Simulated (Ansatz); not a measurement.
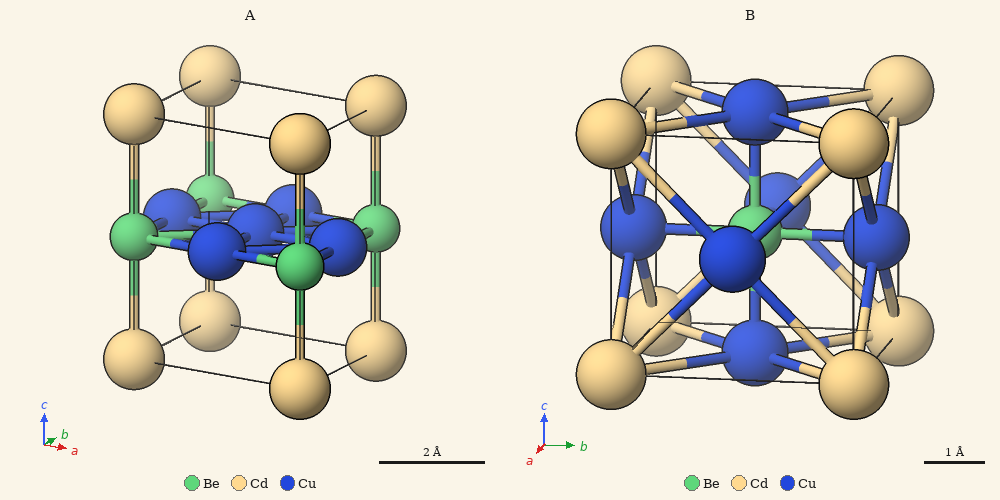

Two structures of BeCdCu3, each relaxed to rest (conventional cells in solid outline, small ones repeated, not to one scale). Method: DFT PBE, scalar-relativistic, plane waves, PAW (Ansatz 0.2.0), without spin polarisation.

### Identify the two structures.

A: 5 atoms a cell on a primitive hexagonal lattice, P6/mmm. B: 5 atoms a cell on a primitive cubic lattice, Pm-3m.

### Which structure is more stable?

B is lower, by 91 meV/atom at this level of theory (energies at zero smearing). Volumes: A 18.4, B 14.1 Å³/atom.

One or both may be structure types tried for this composition rather than known phases.
